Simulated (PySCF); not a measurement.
**WOOH: relaxation and vibrations of the quartet**

The task is one start of a wider search on WOOH: the quartet, from a bent start. It is relaxed, tested by its Hessian and followed downhill if it is a saddle.

Computed with PySCF 2.14.0. Level: PBE0, basis W def2-TZVP with ECP60, O def2-TZVP, H def2-TZVP, scalar-relativistic core potentials, no spin–orbit coupling, density fitting.

## Step 1: Where the work starts

4 atoms, charge 0, spin multiplicity 4.

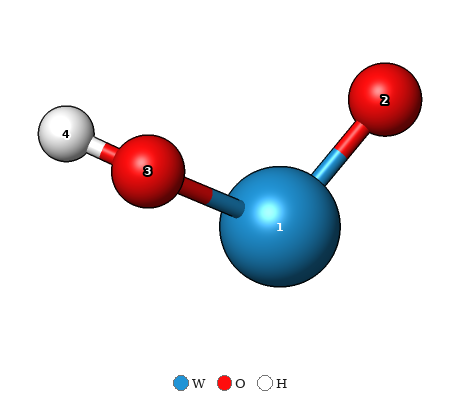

As it starts; tungsten blue, oxygen red, hydrogen white; atoms are numbered from 1 in the order of the file.

Coordinates in bohr (charge 0 multiplicity 4):
```
W     0.0000    0.0000    0.0000
O     2.7399    0.0000    1.9184
O    -3.0959    0.0000    2.1679
H    -4.0512    1.3897    2.8367
```

## Step 2: First SCF at the start

The steps below are one call of a driver around PySCF. For each, scf.py gives the equivalent set-up of the SCF; relaxations use the driver's own optimiser. After this first run the driver tries any further starts and a stability analysis.

The input, scf.py:

```python
from pyscf import gto, scf, dft
mol = gto.M(atom='''
W      0.000000     0.000000     0.000000
O      1.449900     0.000000     1.015200
O     -1.638300     0.000000     1.147200
H     -2.143800     0.735400     1.501100''',
    basis={'W': 'def2-TZVP', 'O': 'def2-TZVP', 'H': 'def2-TZVP'},
    ecp={'W': 'def2-TZVP'},
    charge=0, spin=3)
mf = dft.UKS(mol, xc='PBE0')
mf.grids.atom_grid = (50, 194)
aux = {'W': 'def2-universal-JKFIT', 'O': 'def2-universal-JKFIT', 'H': 'def2-universal-JKFIT'}
mf = mf.density_fit(auxbasis=aux)
mf.conv_tol = 1e-08
mf.diis_space = 10
mf.max_cycle = 60
mf.init_guess = 'minao'
mf.verbose = 4
mf.kernel()
```

Launch:

```console
OMP_NUM_THREADS=4 python axn.py task.json out
```

The runs that follow: Relaxing the quartet from the bent start; Vibrations and properties at this point.

**Question.** What will these runs give? Wanted: minimum; geometry; wavenumbers; dipole moment; highest occupied, lowest empty level; polar-tensor charge of W1; zero-point energy; atomisation energy; ⟨S²⟩.

As calculated:

| quantity | value |
| --- | --- |
| minimum | quartet, Cs |
| geometry | O–H 0.956 Å, W–O 1.702 Å, W–O 1.901 Å; H–O–W 144.1°, O–W–O 147.8° |
| wavenumbers (cm⁻¹) | 142 (a'), 452 (a''), 528 (a'), 705 (a'), 1025 (a'), 3951 (a') |
| dipole moment | 3.05 D |
| highest occupied, lowest empty level (either spin) | -6.50, -2.70 eV |
| polar-tensor charge of W1 | +1.18 e |
| zero-point energy | 40.7 kJ/mol |
| entropy at 298.15 K | 302.4 J/(mol K) |
| atomisation energy (no zero-point energy) | 1609 kJ/mol |
| ⟨S²⟩ | 3.774 |

In words: From C1 at the start the molecule goes to a Cs minimum. In the infrared the band at 3951 cm⁻¹ (a') leads. Most of the spin sits on W1 (Mulliken spin 3.21, against 3 for the whole molecule). Other starts or spin states, not run here, may lie lower. Open d and f shells are described by one determinant, and the ground state may have another occupation or spin. With an element this heavy the missing spin–orbit coupling can shift these numbers.
